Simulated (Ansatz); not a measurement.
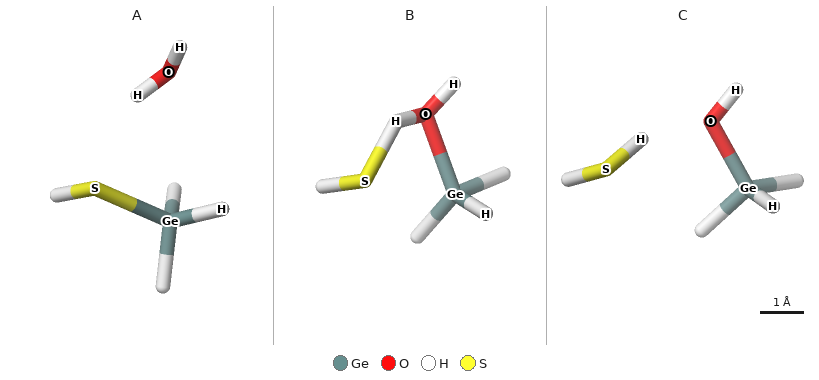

Three geometries of GeH₆SO: a saddle point and the two minima that it joins, in shuffled order. A stick model, seen at a tilt. Sticks join atoms that are closer than about 1.2 times the sum of their covalent radii (a little more with hydrogen).

Stationary points at PBE0-D4/def2-TZVP, single-point energies with CCSD(T)/CBS, B2PLYP, wB97M-V, r2SCAN-D4 (def2-TZVPP where no basis is named; Ansatz 0.2.0). The energies are electronic, without zero-point or thermal terms, and both ends are the minima reached downhill from the saddle, with any fragments still in contact. CCSD(T)/CBS stands for a frozen-core estimate: MP2 correlation extrapolated from def2-TZVPP and def2-QZVPP, CCSD(T) minus MP2 from the smaller set.

Q: Identify the saddle point and describe the reaction.

A: Frame B is the saddle point. Counted by bonded pieces, C holds GeH₄O + H₂S and A holds GeH₄S + H₂O. From C over the saddle to A, bonds form: Ge–S (4.05 → 2.72 → 2.24 Å), H–O (2.13 → 1.08 → 0.97 Å). Bonds break: Ge–O (1.79 → 1.98 → 3.47 Å), H–S (1.35 → 1.82 → 2.47 Å). The saddle has one imaginary mode, 282i cm⁻¹. With CCSD(T)/CBS the barrier is 1.19 eV from C and 1.49 eV from A, and A lies 0.30 eV below C.

```csv
level,barrier from C (eV),barrier from A (eV),A less C (eV)
CCSD(T)/CBS,1.19,1.49,−0.30
B2PLYP,1.18,1.42,−0.24
wB97M-V,1.10,1.38,−0.28
r2SCAN-D4,0.95,1.25,−0.29
```

Against CCSD(T)/CBS, B2PLYP comes closest on the barrier from C (−0.01 eV) and r2SCAN-D4 misses most (−0.24 eV).
